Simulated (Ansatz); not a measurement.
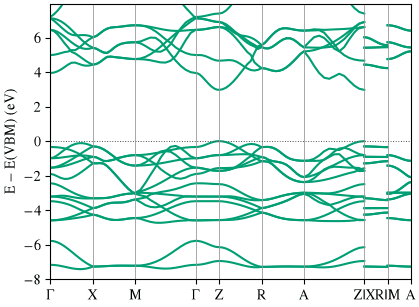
Figure. Band structure from DFT-r²SCAN+D4 in the program Ansatz with PAW potentials

Task: Read off the gap and where the band edges lie.

Result: About 3.0 eV (2.97 eV by a search for the band edges); maximum at Z, minimum at Z.

The material is PbBrF in space group P4/nmm (No. 129; Pb on 2c, Br on 2c, F on 2a).

The first step of the workflow began from a Materials Project structure, measured or hypothetical; the Crystallography Open Database files this formula in space group No. 129, but the cells were not matched. Its standing as an ambient phase is unchecked. The r²SCAN+D4 relaxation kept the symmetry of its start; its stability against distortions is not shown here. Spin–orbit coupling is left out wherever it is not named.

Potentials: the later of the program's two PAW sets.
